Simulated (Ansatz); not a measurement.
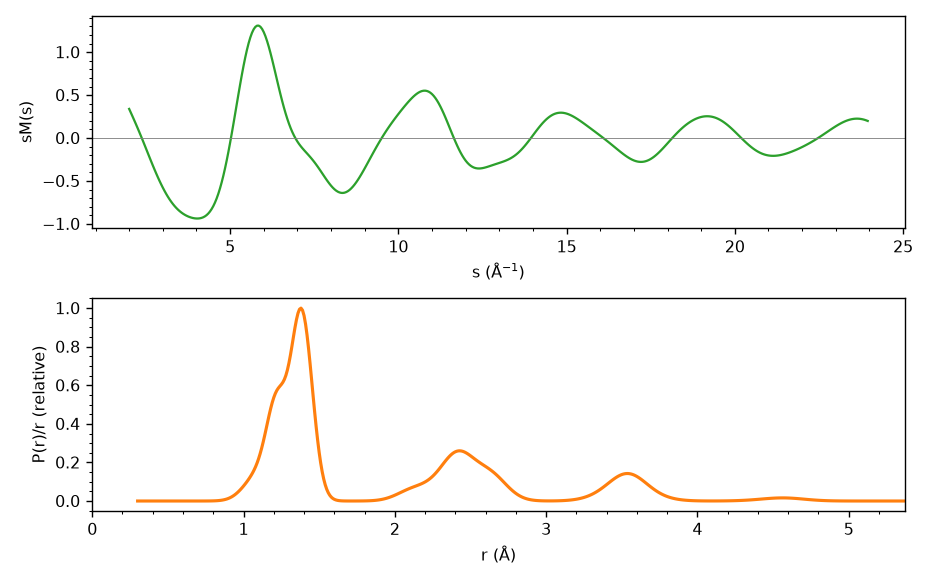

Simulated gas electron diffraction: reduced molecular intensity sM(s) from the Debye equation in the first Born approximation (top) and the radial distribution curve (bottom) of C₃H₂F (spin multiplicity 2). Each pair of atoms contributes with weight ZᵢZⱼ/r; damping constant 0.001 Å²; vibrational amplitudes assumed, not computed: 0.05 Å for bonds, 0.078 Å for bonds to H, 0.06 + 0.015 r up to 0.15 Å for other pairs. The geometry is the end point of an optimisation (UKS B3LYP-D4/STO-3G (Ansatz)); it may be a saddle point or a higher isomer. SMILES: [CH]=C=CF.

Read the positions of the first 3 clear peaks and name the main pairs (– for bonds).

Peak 1, 1.38 Å: F–C 1.37 Å, C–C 1.41 Å; in its flanks C–H 1.08–1.11 Å, C–C 1.22 Å
Peak 2, 2.43 Å: C···H 2.21–2.30 Å (×2), F···C 2.42 Å, C···C 2.63 Å, not resolved
Peak 3, 3.54 Å: C···H 3.36–3.71 Å (×2), F···C 3.54 Å, not resolved
